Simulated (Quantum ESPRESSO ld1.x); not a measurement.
For Sb²⁺ in [Kr] 4d10 5s2 5p1, the spin moment of the 5p shell is fixed at a series of values. Method: scalar-relativistic Kohn-Sham, LDA (Slater exchange, Perdew-Zunger correlation), spin-polarised, spherical densities, point nucleus; computed with Quantum ESPRESSO ld1.x 7.5. Wanted, and plotted below: the energy and the exchange splitting.

The energy falls with the moment, to −0.180 eV at M = 1 μB, the largest moment run; with one electron or hole in the shell the exact energy would hardly depend on M, so most of the fall is the functional's fractional-spin error. A fit E = −I M²/4 gives an exchange integral I of about 0.72 eV, and the exchange splitting grows nearly in proportion to M, to 0.731 eV (0.73 eV per μB).

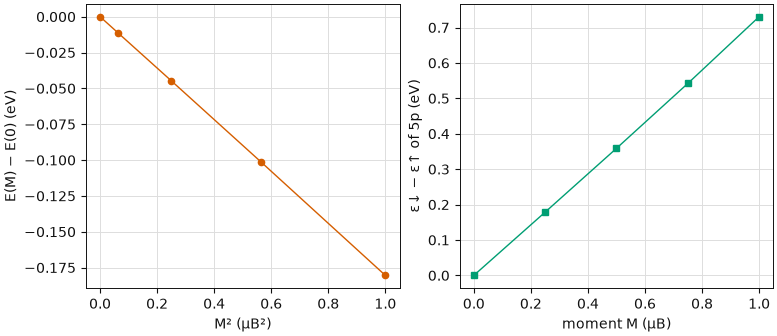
